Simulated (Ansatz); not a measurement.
# Lattice dynamics of Li (Im-3m, 1 atom in the cell), part 2 of 2

Wanted: phonon frequencies of Li (Im-3m, 1 atom in the cell) and what follows from them.

Ansatz 0.2.0; DFT PBE, scalar-relativistic, plane waves, norm-conserving pseudopotentials.

So far. Step 3 (Tight relaxation): The forces vanish by symmetry and the pressure is 0.001 GPa, within the tolerances set. The cell now holds 20.28 Å³/atom. The relaxed cell has a = 3.436 Å (conventional setting).

**4. The dispersion**

Stability and thermal properties need the whole zone. Linear response on a 4×4×4 q mesh gives force constants as far as a supercell of that size would.

Input file input.yaml:

```yaml
crystal:
  lattice:
    - [-1.7178173906, 1.7178173906, 1.7178173906]
    - [1.7178173906, -1.7178173906, 1.7178173906]
    - [1.7178173906, 1.7178173906, -1.7178173906]
  atoms:
    - { symbol: Li, position: [0.0, 0.0, 0.0] }
kpoints:
  mp_grid: { grid: [16, 16, 16] }
hamiltonian:
  xc: pbe
  pseudopotentials: { kind: nc }
scf:
  occupations: { method: methfessel_paxton, width: 0.15 }
output:
  eigenvalues: true
phonons:
  method: dfpt
  qmesh: [4, 4, 4]
  temperatures: { t_max: 1000, t_step: 50 }
  qpath:
    path:
      - [[0.0, 0.0, 0.0], [0.5, -0.5, 0.5], [0.0, 0.0, 0.5], [0.0, 0.0, 0.0], [0.25, 0.25, 0.25], [0.5, -0.5, 0.5]]
      - [[0.25, 0.25, 0.25], [0.0, 0.0, 0.5]]
    npoints: 10
```

The run is started by

```console
ansatz run input.yaml --threads 4 --pin off --max-ram 7168MiB --backend cpu --events-out ev --progress --plain --runs-dir out
```

Numbers of over 12 decimals in the logs are rounded to 6 here.

What it wrote:

```text
[...]
Crystal: 1 atoms, lattice volume = 20.276 Å³
Basis set: ecut = 1034.032677 eV, 1505 PW (Γ), exchange–correlation on 64×64×64 points (8 copies of the dense FFT grid, shifted against one another)
Bands: 6, of which v1, the nominal top of the filled ones, is band 2 counted from 1 (1 counted from 0)
Symmetry: 48 space group operations
k-points: 145 of 4096
[...]
SCF iter   1: F=—  HF=-196.877986 eV  |F-HF|=—  |Δ(HF+E_count)|=         —  Δρ=4.75e-3  dr2=4.06e-3  ethr=3.10e-3  ⟨swp⟩=5.2  Hψ=7975  notcnv=0
[...]
SCF iter   6: F=-196.876362 eV  HF=-196.876362 eV  |F-HF|=1.53e-12  |Δ(HF+E_count)|=  1.31e-10  S|Δr|=    0.00e0  Δρ=3.83e-7  dr2=7.02e-12  ethr=1.00e-12  ⟨swp⟩=6.5  Hψ=3864  notcnv=0
SCF 1 converged in 6 iterations: F = -196.876362 eV  dr2 = 7.02e-12
NSCF: frozen V_eff on 145 k-points
WARN: eigensolver did not converge in 6 slots of this pass, the one above among them; of largest residual over every band (k=1): 1 band(s) unlocked (lowest unlocked band 5, counted from 0; max residual 1.27e-4 eV among the unlocked bands, 1.27e-4 eV over every band); of lowest unlocked band (k=1): band 5
[...]
DFPT response loops at q = (0, 0, 0) (fractional): preconditioner auto → Kerker (q_TF=auto, 1.984 Å⁻¹) (partly filled bands, converged f_vac=0.000); β = 1.00, the filter's whole step (`scf.mixing.beta` (0.50) is not read by the response loops under this deck's `scf.mixing.preconditioner`; to damp them name `kerker` or `kerker_dos`, under which they read `scf.mixing.beta`, and type it under 1.00, their step now; both keys bind the ground state too); Broyden in place of MSR1
[...]
SCF converged after 6 iterations
[...]
Free energy (F): -196.876362 eV
[...]
Internal energy: -196.875613 eV  (E = F + TS)
E sigma→0 (E₀):  -196.876175 eV
Entropy (-TS):   -0.000748 eV (-0.748 meV/atom)
Fermi energy:    0.929087 eV
[...]
--- Band table (eV; the first three rows and the last of 145) ---
[...]
--- Phonons (Γ-DFPT): 1 representative perturbation + reference (Σ response iterations 3) ---
  ASR residual: 2.007e-4 → 0.000e0 eV/Å²; symmetrization residual: 8.132e-20 eV/Å²
  ASR residual per site (eV/Å²): 2.01e-4
  Γ frequencies (cm⁻¹): 0.00 0.00 0.00
--- Phonons (arbitrary-q DFPT): 8 irreducible q on the 4×4×4 mesh ---
  q = [0.0000, 0.0000, 0.0000] (star 1, of the zone-centre solve; hermiticity 1.02e-25, symmetrization 1.08e-15): 0.00 0.00 0.00
  q = [0.0000, 0.0000, 0.2500] (star 12, 2 solved perturbations in 3336 linear systems a pass and spin channel, the states on 2176 of 4096 k-point pairs; hermiticity 2.64e-8, symmetrization 2.45e-8, the responses' own estimated error 7.8e-6 eV/Å²): 32.93 133.94 225.92
[...]
q = [0.2500, 0.2500, 0.2500] (star 2, 1 solved perturbation on 589 of 4096 k-point pairs; hermiticity 1.63e-8, symmetrization 8.15e-9, the responses' own estimated error 7.9e-6 eV/Å²): 261.83 261.83 261.83
[...]
sum rule: each row above includes the acoustic sum rule's correction from the zone centre's row sums; it moved no ω² by more than (2.80 cm⁻¹)²
  mesh force constants: q→R imaginary residual 0.00e0; ASR residual 2.007e-4 → 0.000e0 eV/Å²; symmetrization residual 1.110e-15 eV/Å²
  interpolated dispersion: 62 rows × 3 modes
  density of states and harmonic sums: on the 28×28×28 q-mesh, interpolated from the force constants of a 4×4×4 supercell (no non-analytic term)
  largest difference from the sums on the solved wave vectors: F 4.71e-3 eV, S 1.05e-5 and C_V 3.84e-6 eV/K
  zero-point energy: 0.039668 eV/cell   skipped modes (ω ≤ 0): 7, of them read as no rigid motion or as one in doubt: 4 (2.187e-3 modes/cell left out, lowest -14.99 cm⁻¹)   left out of the sums: 7.74e-4 of the cell's modes: C_V's classical limit lies that fraction below 3 k_B per atom; for a crystal, a wire or a layer, F and S can be off by more, and a phonons.interpolated_qmesh denser along its periods is the remedy for the sampling
```

Wall time 43 s (4 threads of Arm Neoverse V2, shared host); peak memory 2.9 GiB.

In the SCF lines HF is the Harris–Foulkes energy and dr2 the Hartree energy of the density residual, in eV; the loop may stop once dr2 is under the threshold and the program's other checks hold. Hψ counts applications of the Hamiltonian.

This step gave:

* sum-rule residual before enforcement: 2.01e-4 eV/Å²
* lowest frequency on the path: -14.76 cm⁻¹
* highest frequency on the path or at a solved wavevector: 330.6 cm⁻¹
* lowest mode on the q mesh (acoustic modes at Γ apart): 32.93 cm⁻¹

Frequencies (cm⁻¹) solved at each irreducible wavevector; negative means imaginary. Frequencies by wavevector, by row:

| q in reciprocal lattice units | star | mode 1 | mode 2 | mode 3 |
| --- | --- | --- | --- | --- |
| 0 0 0 | 1 | 0 | 0 | 0 |
| 0 0 0.25 | 12 | 32.9 | 133.9 | 225.9 |
| 0 0 -0.5 | 6 | 40.2 | 183.5 | 317.6 |
| 0 0.25 0.25 | 24 | 126.3 | 248.2 | 299.1 |
| 0.25 0.25 0.25 | 2 | 261.8 | 261.8 | 261.8 |
| 0.25 0.25 -0.25 | 6 | 211.9 | 224.8 | 224.8 |
| 0.25 -0.5 -0.5 | 12 | 215.9 | 281.9 | 312.1 |
| -0.5 -0.5 -0.5 | 1 | 330.6 | 330.6 | 330.6 |

Interpolated from a 4×4×4 q mesh. The phonon branches at the labelled points (cm⁻¹):

| point | branch 1 | branch 2 | branch 3 |
| --- | --- | --- | --- |
| Γ | 0 | 0 | 0 |
| H | 331 | 331 | 331 |
| N | 40 | 184 | 318 |
| Γ | 0 | 0 | 0 |
| P | 262 | 262 | 262 |
| H | 331 | 331 | 331 |
| jump to P | 262 | 262 | 262 |
| N | 40 | 184 | 318 |

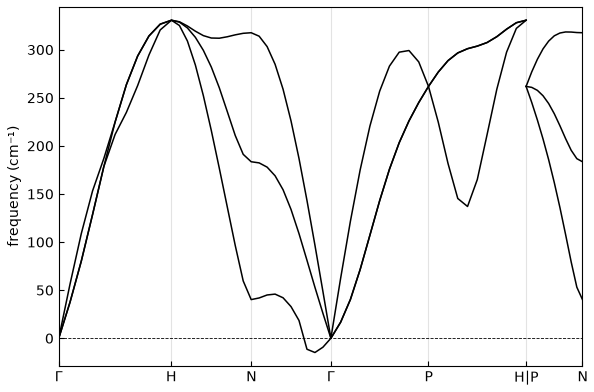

Phonon branches along the path.

The phonon density of states has structure finer than the step of the table below, so its rows give means over 25 cm⁻¹, whole bins alone (the curve runs from -17.5 to 332 cm⁻¹). Peaks (cm⁻¹: height): 307.5: 0.0352.

Tetrahedra on a 28×28×28 mesh, mean over bins of 5 cm-1. Interpolated from a 4×4×4 q mesh. Phonon density of states against wavenumber; means over each step:

| wavenumber (cm⁻¹) | phonon density of states (1/cm⁻¹/cell) |
| --- | --- |
| 0 | 1.6e-4 |
| 25 | 8.7e-4 |
| 50 | 0.00295 |
| 75 | 0.00508 |
| 100 | 0.00733 |
| 125 | 0.0102 |
| 150 | 0.00886 |
| 175 | 0.00904 |
| 200 | 0.0105 |
| 225 | 0.0106 |
| 250 | 0.0113 |
| 275 | 0.0123 |
| 300 | 0.0239 |

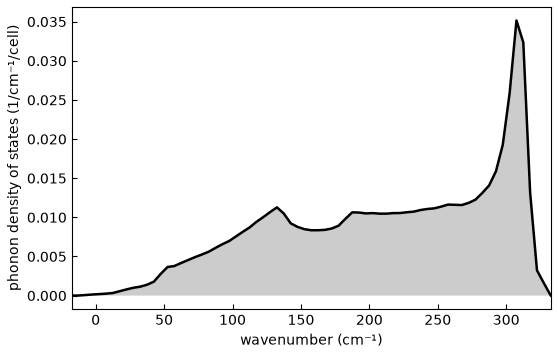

Phonon density of states, plotted against wavenumber.

Second derivatives of the energy by pair, one row for each kind of neighbour of each atom listed. Each entry sums the pair over the periodic images of the supercell that the q mesh stands for, and in a polar crystal it holds the long-range dipole part too. Force constants by pair, by row:

| atom | neighbour | distance (Å) | third of the trace (eV/Å²) | along the pair's line (eV/Å²) |
| --- | --- | --- | --- | --- |
| Li1 | itself | 0 | 1.324 | – |
| Li1 | Li | 2.975 | -0.1659 | -0.4905 |
| Li1 | Li | 3.436 | -0.03 | -0.0456 |
| Li1 | Li | 4.859 | 0.0233 | 0.0563 |
| Li1 | Li | 5.697 | -0.0028 | -0.015 |
| Li1 | Li | 5.951 | -0.0189 | -0.0576 |
| Li1 | Li | 6.871 | -0.0104 | -0.0072 |

Symmetry leaves 8 wavevectors to solve. The lowest mode among them, the acoustic zeros apart, lies at q = (0, 0, 0.25) and is real, 32.9 cm⁻¹. Between them the interpolated path dips to 15i cm⁻¹.

**5. Another isotope**

An isotope changes the mass and not the force constants, so no new electronic calculation is needed; the shifts show which modes move this element.

The same force constants with the mass of Li changed from 6.940 to 6.015 u (phonopy, no LO-TO term). Both lists are sorted by frequency. Modes under 3 cm⁻¹ are left out. Isotope shifts, by row:

| q | rank | natural mass (cm⁻¹) | changed mass (cm⁻¹) |
| --- | --- | --- | --- |
| 0 0 0.25 | 1 | 32.93 | 35.37 |
| 0 0 0.25 | 2 | 133.9 | 143.9 |
| 0 0 0.25 | 3 | 225.9 | 242.7 |
| 0 0 -0.5 | 1 | 40.21 | 43.19 |
| 0 0 -0.5 | 2 | 183.5 | 197.2 |
| 0 0 -0.5 | 3 | 317.6 | 341.1 |
| 0 0.25 0.25 | 1 | 126.3 | 135.7 |
| 0 0.25 0.25 | 2 | 248.2 | 266.6 |
| 0 0.25 0.25 | 3 | 299.1 | 321.3 |

With one element every mode shifts by +7.41 %.

**6. Results**

- space group after relaxation (within 0.01 Å): Im-3m
- volume per atom: 20.3 Å³
- electronic character: no gap on this mesh
- lowest mode on the q mesh (acoustic modes at Γ apart): 32.9 cm⁻¹
- highest frequency on the path or at a solved wavevector: 331 cm⁻¹
- imaginary modes on the 4×4×4 q mesh: none

In words: No mode is imaginary at the 8 irreducible wavevectors solved, but between them the interpolated path dips to 14.8i cm⁻¹, so stability is not settled. The interpolated path dips to 15i cm⁻¹ between the solved wavevectors, which may come from the interpolation; a denser q mesh would tell. With no gap, or one that is small against the smearing, the frequencies hang on the k mesh and the smearing, most of all near Kohn anomalies. A phonon run warned that its eigensolver left some bands unconverged in a pass. These are harmonic frequencies at zero temperature: anharmonic shifts, linewidths and thermal expansion are left out.

[Logs are printed without paths, hosts, clocks, repeated set-up lines and the standing remarks that a program may print on its own settings, such as how far it seeks lower states.]

[Hosts, paths, dates, database ids (printed as entryN), source tags and the programs' standing remarks are cut or masked in the printed files.]
